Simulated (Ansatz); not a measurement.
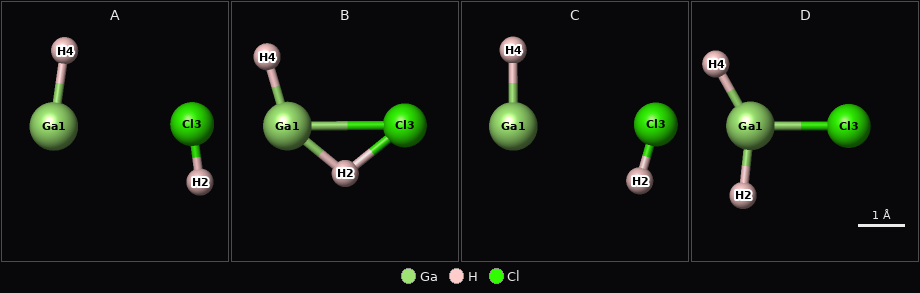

4 geometries from a converged minimum-energy path of GaH$_{2}$Cl, shuffled. A ball-and-stick model, seen face on.

Level of theory: RKS B3LYP/def2-SVP in Ansatz. Set-up: 7 movable images; climbing image; force threshold 0.03 eV/Å; iteration limit 60; starting path through a guess of the saddle point.

Question: Which frame is the transition state?

Answer: B. In order along the path, whose images run from 0 to 8: D (image 1, +19.1 kJ/mol), B (image 4, +220.7 kJ/mol), C (image 7, +172.9 kJ/mol), A (image 8, +170.9 kJ/mol). Breaking: Ga1–Cl3 (2.17 → 2.60 at the top → 3.07 Å), Ga1–H2 (1.56 → 1.66 at the top → 3.47 Å). Forming: H2–Cl3 (3.17 → 1.69 at the top → 1.29 Å).
